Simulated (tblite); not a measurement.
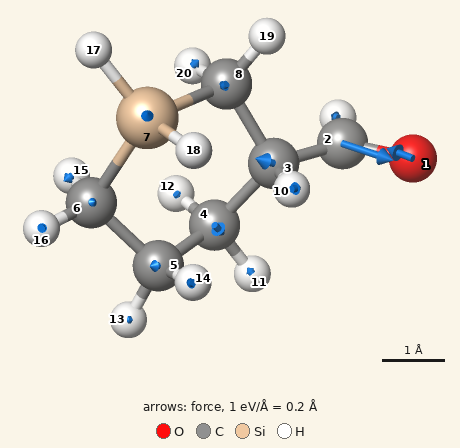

Starting geometry of C₆H₁₂OSi with the computed forces as blue arrows. A ball-and-stick model, seen at a tilt.

Theory: GFN2-xTB geometry optimisation, gas phase in tblite. 

**What follows when this structure is relaxed?**

It isn't relaxed: the largest force vector, on a C atom, is 4.99 eV/Å. The final displacements have little in common with the starting forces (cosine between the two patterns 0.22). After 64 geometry steps the energy has fallen by 0.701 eV. An H atom moves most after the best rigid fit: 0.45 Å. Largest moves by element: H 0.45 Å, O 0.33 Å, C 0.15 Å, Si 0.12 Å. Among the contacts that change: C–O 1.255 → 1.199 Å, C–C 1.462 → 1.503 Å, C–H 1.074 → 1.110 Å, C–C 1.499 → 1.528 Å. Bond angles that change, for instance: C–C–H 125.9° → 113.2°, O–C–C 116.1° → 125.9°, H–C–H 114.9° → 106.4°. Cost: 1.7 s on 1 thread of Intel(R) Xeon(R) Processor @ 2.50GHz (shared host).
